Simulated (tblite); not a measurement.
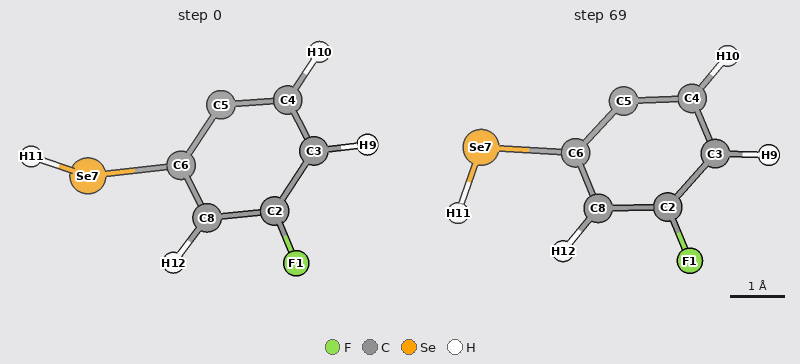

The structure of C₆H₄FSe (multiplicity 2) before (left) and after (right) a relaxation, at one scale.

The picture is a ball-and-stick view, seen at a tilt.

These are results of GFN2-xTB geometry optimisation, gas phase (tblite), not measurements. 

**Describe what moved and what it gained.**

The energy falls by 0.489 eV in 69 geometry steps. The largest move after the best rigid fit is that of H11, 1.21 Å. By element the largest moves are H 1.21 Å, Se 0.58 Å, C 0.28 Å, F 0.14 Å. Some distances before and after: Se7–H11 1.536 → 1.449 Å, C5–C6 1.397 → 1.364 Å, C4–H10 1.110 → 1.078 Å, C3–C4 1.368 → 1.395 Å. Among the angles between lasting bonds that change: C6–Se7–H11 109.9° → 94.4°, C4–C5–C6 117.1° → 125.8°, F1–C2–C3 124.4° → 118.7°. Groups turn about C6–Se7 by about 80°. The run took 0.31 s on 1 thread of Arm Neoverse V2 (shared host).
